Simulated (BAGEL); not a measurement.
# RI-MP2/cc-pVDZ (density fitting with qzvpp-jkfit) run of C2H2ClFSi (SMILES C#C[SiH](F)Cl)

Aim: the energy change on altering one bond length of C2H2ClFSi at RI-MP2/cc-pVDZ (density fitting with qzvpp-jkfit), from 2 runs. 

The results are computed with BAGEL 1.2.2.

## (1) The molecule

C2H2ClFSi: 7 atoms, total charge 0, spin state singlet. As SMILES, `C#C[SiH](F)Cl`. The shape is that of a PBE0-D4/def2-TZVP optimisation.

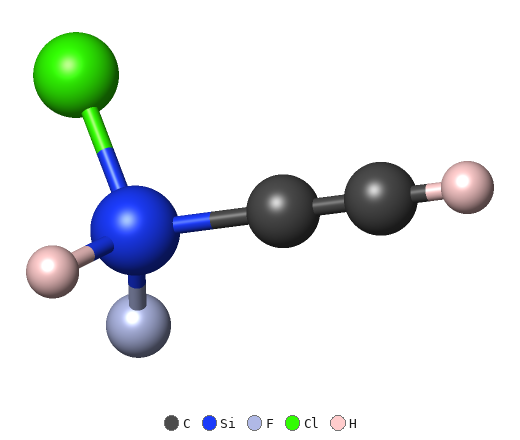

The structure, seen from a chosen angle (carbon dark grey, silicon blue, fluorine light blue, chlorine green, hydrogen pink).

## (2) A single-point energy at RI-MP2/cc-pVDZ (density fitting with qzvpp-jkfit)

File mp2.json:

```json
{ "bagel": [

{
  "title": "molecule",
  "basis": "cc-pvdz.json",
  "df_basis": "qzvpp-jkfit",
  "angstrom": true,
  "geometry": [
    { "atom": "C", "xyz": [      -0.001800,      -1.973300,      -0.343700 ] },
    { "atom": "C", "xyz": [       0.007300,      -0.792000,      -0.105200 ] },
    { "atom": "Si", "xyz": [       0.071900,       0.977400,       0.257200 ] },
    { "atom": "F", "xyz": [      -1.001600,       1.310800,       1.375500 ] },
    { "atom": "Cl", "xyz": [      -0.396700,       2.032400,      -1.414600 ] },
    { "atom": "H", "xyz": [      -0.014500,      -3.018400,      -0.556300 ] },
    { "atom": "H", "xyz": [       1.396500,       1.395000,       0.741300 ] }
  ]
},

{ "title": "hf" },

{ "title": "mp2", "ncore": 13 }

]}
```

The basis set cc-pVDZ is read from a file made from the Basis Set Exchange's data (not shown).

Launch:

```sh
$ BAGEL_NUM_THREADS=1 BAGEL mp2.json > mp2.out
```

The log of the run:

```text
* using 1 threads per process

  ===============================================================
  ===============================================================

  *** Geometry ***

  { "atom" : "C", "xyz" : [     -0.003402,     -3.728997,     -0.649499 ] },
  { "atom" : "C", "xyz" : [      0.013795,     -1.496663,     -0.198799 ] },
  { "atom" : "Si", "xyz" : [      0.135871,      1.847018,      0.486038 ] },
  { "atom" : "F", "xyz" : [     -1.892750,      2.477053,      2.599318 ] },
  { "atom" : "Cl", "xyz" : [     -0.749654,      3.840679,     -2.673207 ] },
  { "atom" : "H", "xyz" : [     -0.027401,     -5.703949,     -1.051255 ] },
  { "atom" : "H", "xyz" : [      2.639003,      2.636168,      1.400854 ] },

  Number of auxiliary basis functions:      519

  Since a DF basis is specified, we compute 2- and 3-index integrals:
    o Being stored without compression. Storage requirement is 0.032 GB

  Number of basis functions:       88
  Number of electrons      :       54

    * METHOD: MOLECULE                             0.23

  *** RHF ***

  === Nuclear Repulsion ===
   255.7553498877

      * DIIS with orbital gradients will be used.

  === RHF iteration (cc-pvdz.json) ===
      0       -924.67278243          0.01257283           0.08
      1       -924.79311954          0.00711459           0.07
      2       -924.83595022          0.00137170           0.07
      3       -924.83763168          0.00036081           0.07
      4       -924.83773506          0.00007583           0.07
      5       -924.83773874          0.00003344           0.07
      6       -924.83773965          0.00001186           0.07
      7       -924.83773985          0.00000321           0.07
      8       -924.83773987          0.00000164           0.07
      9       -924.83773987          0.00000104           0.07
     10       -924.83773987          0.00000055           0.07
     11       -924.83773987          0.00000020           0.07
     12       -924.83773987          0.00000012           0.07
     13       -924.83773987          0.00000004           0.07
     14       -924.83773987          0.00000001           0.07
     15       -924.83773987          0.00000001           0.07
    * SCF iteration converged.

    * Permanent dipole moment:
           (   -0.523213,     0.804586,     0.088053) a.u.

    * METHOD: HF                                   1.32

  *** RHF ***

  === Nuclear Repulsion ===
   255.7553498877

      * DIIS with orbital gradients will be used.

  === RHF iteration (cc-pvdz.json) ===
      0       -924.83773987          0.00000000           0.07
    * SCF iteration converged.

    * Permanent dipole moment:
           (   -0.523213,     0.804586,     0.088053) a.u.

  === DF-MP2 calculation ===

    * freezing 13 orbitals
    * 3-index integral transformation done
    * assembly done

      MP2 correlation energy:   -0.6574156009      0.04

      MP2 total energy:       -925.4951554735

    * METHOD: MP2                                  0.19

  ===============================================================
```

Run time: 1.9 s. Hardware: 1 thread of Arm Neoverse V2, shared host; peak memory 0.14 GiB.

## (3) The distorted shape

File input.json:

```json
{ "bagel": [

{
  "title": "molecule",
  "basis": "cc-pvdz.json",
  "df_basis": "qzvpp-jkfit",
  "angstrom": "true",
  "geometry": [
    { "atom": "C", "xyz": [    0.068496,   -2.131562,   -0.092910 ] },
    { "atom": "C", "xyz": [    0.077596,   -0.950262,    0.145590 ] },
    { "atom": "Si", "xyz": [    0.142196,    0.819138,    0.507990 ] },
    { "atom": "F", "xyz": [   -0.931304,    1.152538,    1.626290 ] },
    { "atom": "Cl", "xyz": [   -0.396700,    2.032400,   -1.414600 ] },
    { "atom": "H", "xyz": [    0.055796,   -3.176662,   -0.305510 ] },
    { "atom": "H", "xyz": [    1.466796,    1.236738,    0.992090 ] }
  ]
},
{
  "title": "hf"
},
{
  "title": "mp2",
  "ncore": 13
}

]}
```

The basis set cc-pVDZ is read from a file made from the Basis Set Exchange's data (not shown).

Launch:

```sh
$ BAGEL_NUM_THREADS=1 BAGEL input.json > input.out
```

The log of the run:

```text
* using 1 threads per process

  ===============================================================
  ===============================================================

  *** Geometry ***

  { "atom" : "C", "xyz" : [      0.129439,     -4.028068,     -0.175574 ] },
  { "atom" : "C", "xyz" : [      0.146635,     -1.795735,      0.275125 ] },
  { "atom" : "Si", "xyz" : [      0.268711,      1.547946,      0.959962 ] },
  { "atom" : "F", "xyz" : [     -1.759909,      2.177981,      3.073243 ] },
  { "atom" : "Cl", "xyz" : [     -0.749654,      3.840679,     -2.673207 ] },
  { "atom" : "H", "xyz" : [      0.105439,     -6.003021,     -0.577330 ] },
  { "atom" : "H", "xyz" : [      2.771843,      2.337096,      1.874778 ] },

  Number of auxiliary basis functions:      519

  Since a DF basis is specified, we compute 2- and 3-index integrals:
    o Being stored without compression. Storage requirement is 0.032 GB

  Number of basis functions:       88
  Number of electrons      :       54

    * METHOD: MOLECULE                             0.23

  *** RHF ***

  === Nuclear Repulsion ===
   243.0675512802

      * DIIS with orbital gradients will be used.

  === RHF iteration (cc-pvdz.json) ===
      0       -924.64458041          0.01286949           0.08
      1       -924.77114589          0.00730266           0.07
      2       -924.81672815          0.00137591           0.07
      3       -924.81850789          0.00035578           0.07
      4       -924.81863937          0.00005779           0.07
      5       -924.81864491          0.00002029           0.07
      6       -924.81864566          0.00000857           0.07
      7       -924.81864577          0.00000325           0.07
      8       -924.81864578          0.00000159           0.07
      9       -924.81864578          0.00000075           0.07
     10       -924.81864578          0.00000044           0.07
     11       -924.81864579          0.00000021           0.07
     12       -924.81864579          0.00000006           0.07
     13       -924.81864578          0.00000003           0.07
     14       -924.81864579          0.00000001           0.07
     15       -924.81864579          0.00000000           0.07
    * SCF iteration converged.

    * Permanent dipole moment:
           (   -0.678450,     1.206080,    -0.380898) a.u.

    * METHOD: HF                                   1.34

  *** RHF ***

  === Nuclear Repulsion ===
   243.0675512802

      * DIIS with orbital gradients will be used.

  === RHF iteration (cc-pvdz.json) ===
      0       -924.81864579          0.00000000           0.07
    * SCF iteration converged.

    * Permanent dipole moment:
           (   -0.678450,     1.206080,    -0.380898) a.u.

  === DF-MP2 calculation ===

    * freezing 13 orbitals
    * 3-index integral transformation done
    * assembly done

      MP2 correlation energy:   -0.6581558848      0.04

      MP2 total energy:       -925.4768016699

    * METHOD: MP2                                  0.20

  ===============================================================
```

It took 1.9 s on 1 thread of Arm Neoverse V2, shared host; peak memory 0.14 GiB.

## (4) Summary of results

Level: RI-MP2/cc-pVDZ (density fitting with qzvpp-jkfit), 13 core orbitals frozen.

| quantity | value |
| --- | --- |
| first shape: total energy | -925.49516 Eh |
| first shape: correlation energy (13 core orbitals frozen) | -657.4 mEh |
| distorted shape: total energy | -925.47680 Eh |
| distorted shape: correlation energy (13 core orbitals frozen) | -658.2 mEh |
| energy change with the Si3–Cl5 bond stretched from 2.032 to 2.336 Å | 0.499 eV |

In words: With the Si3–Cl5 bond stretched from 2.032 to 2.336 Å the energy rises by 0.50 eV (11.5 kcal/mol). The first shape isn't relaxed at this level, so the change isn't measured from a minimum.
